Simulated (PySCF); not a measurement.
# C5H6FNSi2: runs on many settings

Which settings matter for C5H6FNSi2 (`N#CC1=C(F)[SiH2]C=C[SiH2]1`)?

The runs use PySCF 2.14.0, with density-fitted response routines of our own; the level of theory stands in each step. All values are computed, except where a source is named. Atoms count from 0, in the outputs and in this text.

## Step 1: The molecule as given

15 atoms, charge 0, multiplicity 1; geometry from: GFN2-xTB.

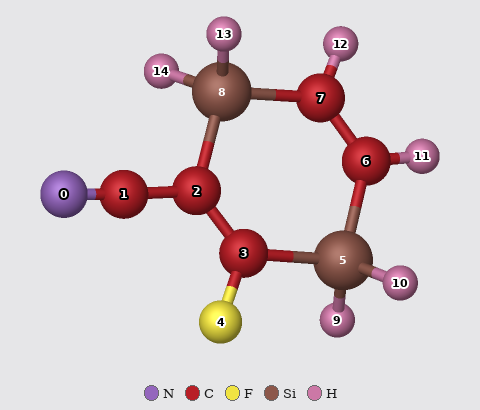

As it starts; nitrogen purple, carbon red, fluorine yellow, silicon brown, hydrogen pink, atoms numbered; sticks join atoms by distance.

## Step 2: Shielding tensors: wB97X-D/cc-pVDZ

What the job is given:

```
{"job": {"kind": "nmr", "xc": "wB97X-D", "basis": "cc-pVDZ", "pop": true}, "charge": 0, "multiplicity": 1}
N      3.879313     0.543053     0.076869
C      2.734569     0.466013     0.036941
C      1.339369     0.308248     0.000025
C      0.520148     1.335911    -0.256631
F      1.053284     2.562357    -0.488302
Si    -1.372763     1.328007    -0.349841
C     -1.944887    -0.428954    -0.006794
C     -1.152812    -1.469107     0.251678
Si     0.725858    -1.449878     0.339890
H     -1.750498     1.758102    -1.700530
H     -1.870300     2.259518     0.668434
H     -3.018938    -0.585871    -0.026427
H     -1.610112    -2.436348     0.434256
H      1.174299    -1.843275     1.681361
H      1.289056    -2.339787    -0.682840
```

With the program's defaults for keys left out, this is: GIAO wB97X-D/cc-pVDZ NMR shielding, non-relativistic, gas phase.

Run with:

```bash
$ OMP_NUM_THREADS=1 python probes_run.py task.json out
```

This one command runs all jobs of the session in turn.

Standard output:

```text
coarse grid: 14552 points
cycle   1  E = -927.3886729047  dE =  1.466e+00  |g| = 7.214e-01  |ddm| = 7.404e+00
cycle   2  E = -927.2891072744  dE =  9.957e-02  |g| = 1.052e+00  |ddm| = 2.553e+00
cycle   3  E = -927.5157611297  dE = -2.267e-01  |g| = 9.964e-02  |ddm| = 1.420e+00
cycle   4  E = -927.5175102800  dE = -1.749e-03  |g| = 6.522e-02  |ddm| = 2.214e-01
cycle   5  E = -927.5184645787  dE = -9.543e-04  |g| = 1.326e-02  |ddm| = 1.054e-01
cycle   6  E = -927.5185086864  dE = -4.411e-05  |g| = 3.709e-03  |ddm| = 3.049e-02
cycle   7  E = -927.5185132024  dE = -4.516e-06  |g| = 9.570e-04  |ddm| = 9.164e-03
final grid: 134720 points
cycle   8  E = -927.5470794474  dE = -1.101e-04  |g| = 8.722e-03  |ddm| = 9.413e-02
cycle   9  E = -927.5470754038  dE =  4.044e-06  |g| = 1.043e-02  |ddm| = 2.802e-02
cycle  10  E = -927.5470945546  dE = -1.915e-05  |g| = 9.506e-04  |ddm| = 1.335e-02
cycle  11  E = -927.5470946454  dE = -9.077e-08  |g| = 8.138e-04  |ddm| = 2.533e-03
cycle  12  E = -927.5470947896  dE = -1.443e-07  |g| = 1.344e-04  |ddm| = 1.227e-03
cycle  13  E = -927.5470947947  dE = -5.035e-09  |g| = 2.891e-05  |ddm| = 3.144e-04
cycle  14  E = -927.5470947951  dE = -4.584e-10  |g| = 1.194e-05  |ddm| = 1.132e-04
converged SCF energy = -927.5470947951

GIAO shielding tensors (ppm)
atom      isotropic    diamagn.    paramagn.     s11        s22        s33       span
  0 N      -25.456     342.426    -367.882   -156.927   -140.081    220.640    377.567
  1 C       92.010     262.871    -170.862    -12.323    -10.548    298.901    311.224
  2 C       97.366     258.303    -160.937      6.000    114.703    171.396    165.396
  3 C       14.701     250.480    -235.779    -94.278     44.596     93.784    188.062
  4 F      225.495     468.937    -243.443     63.830    213.064    399.589    335.759
  5 Si     487.176     886.354    -399.178    475.409    477.539    508.582     33.173
  6 C       57.414     252.357    -194.943    -50.238     36.345    186.136    236.374
  7 C       53.621     252.657    -199.036    -55.454     25.242    191.075    246.529
  8 Si     469.830     886.829    -416.999    440.960    465.430    503.099     62.140
  9 H       27.279      29.914      -2.635     24.229     25.242     32.367      8.137
 10 H       27.279      29.914      -2.635     24.226     25.244     32.367      8.141
 11 H       24.775      28.317      -3.542     23.515     23.955     26.855      3.339
 12 H       24.641      28.594      -3.953     23.003     24.192     26.727      3.724
 13 H       27.047      30.447      -3.399     23.900     25.282     31.961      8.061
 14 H       27.049      30.448      -3.399     23.905     25.281     31.962      8.058
```

Wall time 1.7 min (1 thread of Intel Xeon at 2.50GHz, shared host); peak memory 0.8 GiB.

Shifts follow as δ = σ(reference) − σ, with reference shieldings (ppm) from runs at the same level and on the same kind of geometry: ¹H TMS 31.88, ¹³C TMS 199.3, ²⁹Si TMS 419.8, ¹⁹F CFCl3 205.4, ¹⁵N NH3 273.5. The references are single molecules in the gas phase, so shifts against H2O, NH3, PH3, H3PO4 or CFCl3 are not on the usual liquid scales and can be off by tens of ppm. Atoms listed in one row are averaged.

```csv
atoms,environment,σ (ppm),δ (ppm)
C3,fully substituted alkene carbon,14.7,184.6
C7,alkene CH,53.6,145.7
C6,alkene CH,57.4,141.9
C1,nitrile carbon,92.0,107.3
C2,fully substituted alkene carbon,97.4,102.0
H12,hydrogen on an alkene CH,24.64,7.24
H11,hydrogen on an alkene CH,24.78,7.10
"H13, H14","hydrogen on a silicon bonded to 2 C, in a 6-membered ring",27.05,4.83
"H9, H10","hydrogen on a silicon bonded to 2 C, in a 6-membered ring",27.28,4.60
N0,nitrile nitrogen,-25.5,298.9
F4,vinylic fluorine,225.5,-20.1
Si8,"silicon bonded to 2 C, 2 H, in a 6-membered ring",469.8,-50.1
Si5,"silicon bonded to 2 C, 2 H, in a 6-membered ring",487.2,-67.4
```

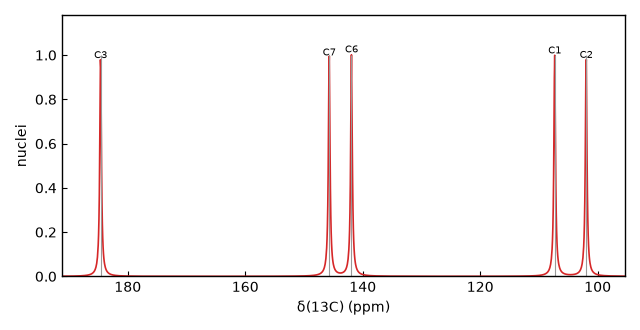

¹³C lines at the computed shifts, without couplings. Lines are broadened to a width of 0.33 ppm (Lorentzian).

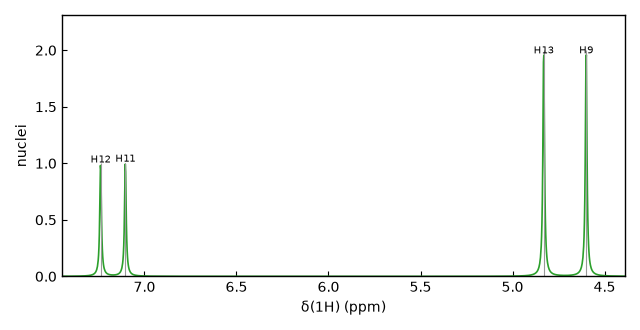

¹H lines at the computed shifts, without couplings. Lines are broadened to a width of 0.01 ppm (Lorentzian).

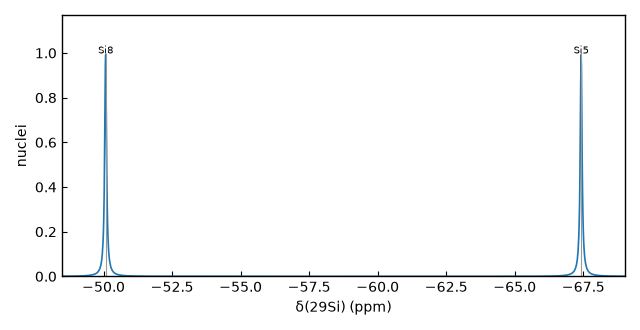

²⁹Si lines at the computed shifts, without couplings. Lines are broadened to a width of 0.08 ppm (Lorentzian).

The run also stored atomic charges by several schemes (e):

```
atoms  Mulliken    IAO  Hirshfeld  ESP fit
   N0     -0.09  -0.23      -0.21    -0.44
   C1     -0.03   0.14       0.06     0.43
   C2     -0.21  -0.36      -0.10    -0.34
   C3      0.08   0.08       0.03     0.18
   F4     -0.17  -0.25      -0.06    -0.15
  Si5      0.39   0.75       0.35     0.37
   C6     -0.16  -0.40      -0.12    -0.25
   C7     -0.15  -0.39      -0.12    -0.27
  Si8      0.44   0.79       0.35     0.41
```

Hirshfeld charges:

N0 -0.21; C1 0.06; C2 -0.10; C3 0.03; F4 -0.06; Si5 0.35; C6 -0.12; C7 -0.12; Si8 0.35; H9 -0.07; H10 -0.07; H11 0.05; H12 0.05; H13 -0.07; H14 -0.07

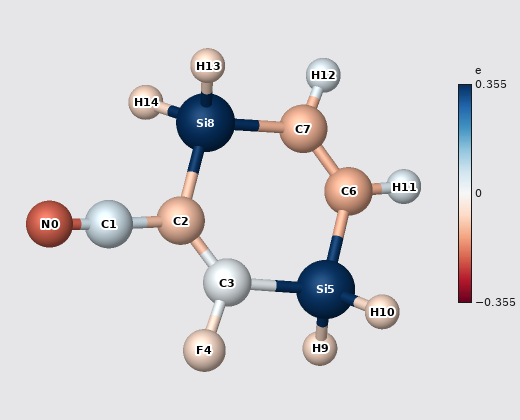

Hirshfeld charges, as colours on the atoms.

Mayer bond orders: N0–C1 3.17, C1–C2 1.05, C2–C3 1.65, C3–F4 1.11, C3–Si5 0.97, Si5–C6 1.01, C6–C7 1.93, C7–Si8 1.01, Si8–C2 0.93.

Ring of atoms C2, C3, Si5, C6, C7, Si8: NICS(0) -0.8, NICS(1) -1.1, NICS(1)zz 3.8 ppm (means of both faces).

Orbitals, density, ELF and potential are computed afterwards from the orbital file.

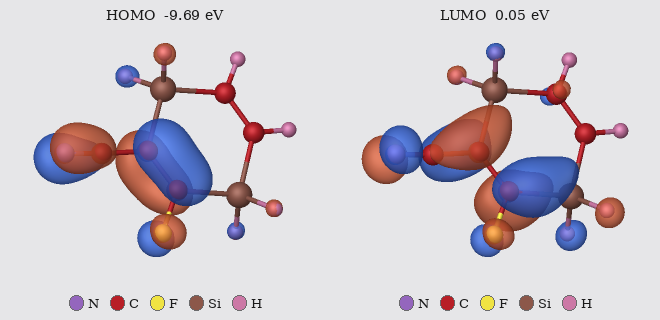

Frontier orbitals at wB97X-D/cc-pVDZ; each surface holds 70 % of the orbital's density, blue and red mark the sign.

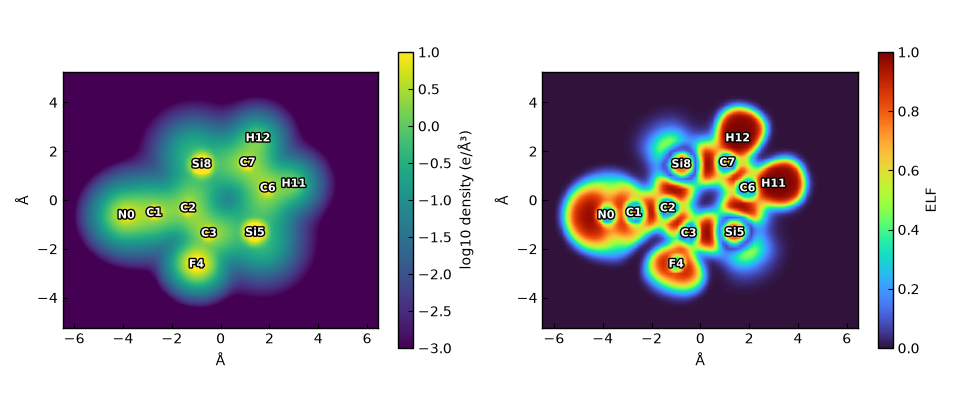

Density (left) and ELF (right) in a plane through or near 11 of the atoms.

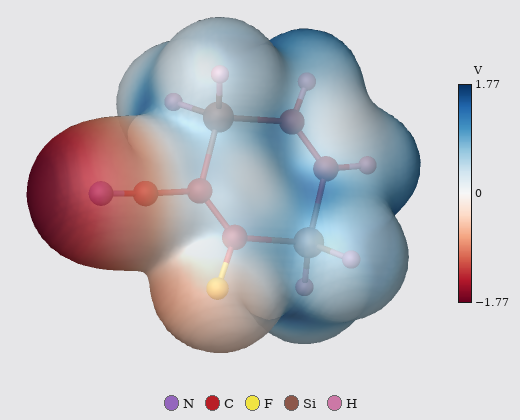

The potential that a unit positive charge feels on the 0.002 e/bohr³ surface, from the 1st to the 99th percentile, from -1.77 V near N0 to 1.65 V near H11.

## Step 3: Shielding tensors: HSE06/6-311G**

Settings changed since step 2:

```diff
@@ -1,2 +1,2 @@
-{"job": {"kind": "nmr", "xc": "wB97X-D", "basis": "cc-pVDZ", "pop": true}, "charge": 0, "multiplicity": 1}
+{"job": {"kind": "nmr", "xc": "HSE06", "basis": "6-311G**", "pop": true, "scf": {"aux": "def2-qzvpp-jkfit", "guess": "vsap"}}, "charge": 0, "multiplicity": 1}
 N      3.879313     0.543053     0.076869
```

With the program's defaults for keys left out, this is: GIAO HSE06/6-311G** NMR shielding, non-relativistic, gas phase.

Standard output:

```text
final grid: 134720 points
cycle   1  E = -924.2859911853  dE =  1.717e+00  |g| = 3.103e+00  |ddm| = 5.949e+00
cycle   2  E = -910.8804702056  dE =  1.341e+01  |g| = 7.289e+00  |ddm| = 9.858e+00
cycle   3  E = -927.0015419749  dE = -1.612e+01  |g| = 7.976e-01  |ddm| = 7.776e+00
cycle   4  E = -927.0122967365  dE = -1.075e-02  |g| = 8.351e-01  |ddm| = 1.620e+00
cycle   5  E = -927.1789373759  dE = -1.666e-01  |g| = 1.986e-01  |ddm| = 9.504e-01
cycle   6  E = -927.1857826904  dE = -6.845e-03  |g| = 1.182e-01  |ddm| = 2.460e-01
cycle   7  E = -927.1888008734  dE = -3.018e-03  |g| = 4.205e-02  |ddm| = 1.177e-01
cycle   8  E = -927.1891387922  dE = -3.379e-04  |g| = 8.798e-03  |ddm| = 4.064e-02
cycle   9  E = -927.1891510600  dE = -1.227e-05  |g| = 5.092e-03  |ddm| = 1.006e-02
cycle  10  E = -927.1891571607  dE = -6.101e-06  |g| = 1.092e-03  |ddm| = 4.928e-03
cycle  11  E = -927.1891574583  dE = -2.975e-07  |g| = 2.555e-04  |ddm| = 1.357e-03
cycle  12  E = -927.1891574701  dE = -1.188e-08  |g| = 1.061e-04  |ddm| = 3.033e-04
cycle  13  E = -927.1891574729  dE = -2.709e-09  |g| = 3.227e-05  |ddm| = 1.007e-04
cycle  14  E = -927.1891574731  dE = -2.442e-10  |g| = 1.102e-05  |ddm| = 3.435e-05
converged SCF energy = -927.1891574731

GIAO shielding tensors (ppm)
atom      isotropic    diamagn.    paramagn.     s11        s22        s33       span
  0 N      -62.347     343.284    -405.632   -203.925   -188.298    205.181    409.106
  1 C       74.301     253.089    -178.788    -37.862    -37.249    298.015    335.877
  2 C       87.537     263.322    -175.785     -6.548    106.078    163.081    169.630
  3 C       -2.113     251.967    -254.079   -115.979     29.847     79.794    195.774
  4 F      200.012     465.507    -265.495     27.992    193.239    378.804    350.812
  5 Si     422.009     879.454    -457.445    404.767    416.647    444.612     39.844
  6 C       41.170     256.019    -214.849    -71.347     21.117    173.741    245.088
  7 C       37.415     256.601    -219.187    -76.826      9.639    179.432    256.258
  8 Si     401.328     879.645    -478.317    378.971    387.574    437.440     58.470
  9 H       27.178      28.875      -1.696     24.294     25.229     32.012      7.718
 10 H       27.178      28.875      -1.697     24.292     25.231     32.012      7.721
 11 H       24.763      29.024      -4.261     23.649     23.942     26.697      3.048
 12 H       24.650      29.318      -4.669     23.113     24.226     26.610      3.497
 13 H       26.956      29.240      -2.283     23.955     25.337     31.577      7.622
 14 H       26.958      29.241      -2.283     23.959     25.336     31.578      7.618
```

Run time: 2.9 min. Hardware: 1 thread of Intel Xeon at 2.50GHz, shared host; peak memory 1.1 GiB.

This run: δ C3 191.9, C7 152.3, C6 148.6, C1 115.5, H12 7.44, H11 7.33 ppm.

[end of part 1 of 2]
